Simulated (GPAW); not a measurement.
## How far to go with the plane-wave cutoff: HfCd (P4mm, 4 atoms in the cell)

```xyz
4
Lattice="3.0320 0.0000 0.0000 0.0000 3.0320 0.0000 0.0000 0.0000 9.1166" Properties=species:S:1:pos:R:3 pbc="T T T"
Hf     0.0000     1.5160     8.0876
Hf     1.5160     0.0000     1.0790
Cd     0.0000     1.5160     3.4413
Cd     1.5160     0.0000     5.6754
```

Method: PBEsol, GPAW PAW datasets PBEsol (made by gpaw-setup) (plane waves; GPAW 25.7.0).

Base settings: mode = pw; ecut = 600 eV; xc = PBEsol; kpts = 4 4 2; mesh shift (steps) = 0 0 0; occupations.name = fermi-dirac; occupations.width = 0.1 eV; nbands = -10; convergence.density = 1e-05 e/electron; symmetry.symmorphic = false.

The second cell is the first with its lattice scaled by 0.98.

The mesh stays at the base's, so the ladder's end is converged at best in this setting alone.

Only quantities that move along the ladder and can be compared are tabulated.

The count of work is k-points × plane waves × bands × iterations; it is no time. 

The starting cell comes from a database of computed structures (which also holds hypothetical and non-ambient phases and stackings), without a prior relaxation at this level. Its lattice was rescaled by up to half a per cent. One atom was moved a little off its site on purpose. Without a gap this mesh is coarse (it stands for a supercell whose shortest vector is 12 Å).

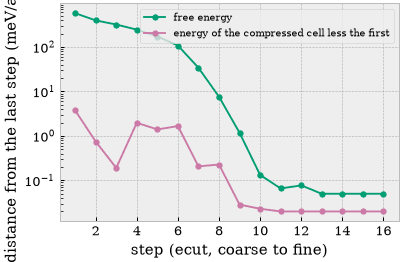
Distance from the last step along the ladder; very small values are drawn at a floor.

| ecut | free energy less the last step's (meV/atom) | energy of the compressed cell less the first (meV/atom) | pressure (GPa) | largest difference of a force vector from the last step's (eV/Å) | count of work / last |
|---|---|---|---|---|---|
| 210 eV | 575.71 | 19.69 | -12.44 | 0.036 | 0.059 |
| 240 eV | 397.10 | 15.20 | -4.89 | 0.020 | 0.061 |
| 270 eV | 320.35 | 16.14 | -4.42 | 0.013 | 0.078 |
| 300 eV | 246.30 | 13.97 | -4.88 | 0.006 | 0.093 |
| 330 eV | 172.15 | 14.55 | -4.84 | 0.025 | 0.12 |
| 360 eV | 108.10 | 17.62 | -4.26 | 0.015 | 0.13 |
| 420 eV | 34.12 | 15.74 | -2.62 | 0.004 | 0.17 |
| 480 eV | 7.60 | 16.18 | -1.53 | 0.000 | 0.19 |
| 540 eV | 1.18 | 15.92 | -1.12 | 0.000 | 0.24 |
| 600 eV | 0.13 | 15.97 | -1.02 | 0.001 | 0.28 |
| 660 eV | 0.07 | 15.96 | -1.00 | 0.001 | 0.33 |
| 720 eV | 0.08 | 15.95 | -1.01 | 0.001 | 0.37 |
| 810 eV | 0.02 | 15.96 | -1.01 | 0.001 | 0.44 |
| 900 eV | 0.01 | 15.95 | -1.01 | 0.000 | 0.52 |
| 1050 eV | -0.01 | 15.95 | -1.01 | 0.000 | 0.65 |
| 1200 eV | 0.00 | 15.94 | -1.01 | 0.000 | 0.76 |
| 1440 eV | 0.00 | 15.95 | -1.01 | 0.000 | 1.0 |

Coarsest ecut that holds the free energy within 5 meV/atom of the last step, with all finer ones: 540 eV, at 0.24 of the last step's count of work; the step before is off by 7.6 meV/atom.

Coarsest ecut that holds the forces within 0.005 eV/Å of the last step, with all finer ones: 420 eV, at 0.17 of the last step's count of work; the step before is off by 0.015 eV/Å.

Coarsest ecut that holds the energy of the compressed cell less the first within 1 meV/atom of the last step, with all finer ones: 420 eV, at 0.17 of the last step's count of work; the step before is off by 1.7 meV/atom.

The energy difference between the two cells stays within 1 meV/atom of the last step's from 420 eV on, the total only from 600 eV on: much of the error is common to both cells and cancels.

At the lowest cutoff the pressure lies 11.4 GPa under the last step's, the usual sign of Pulay stress in an incomplete plane-wave basis.
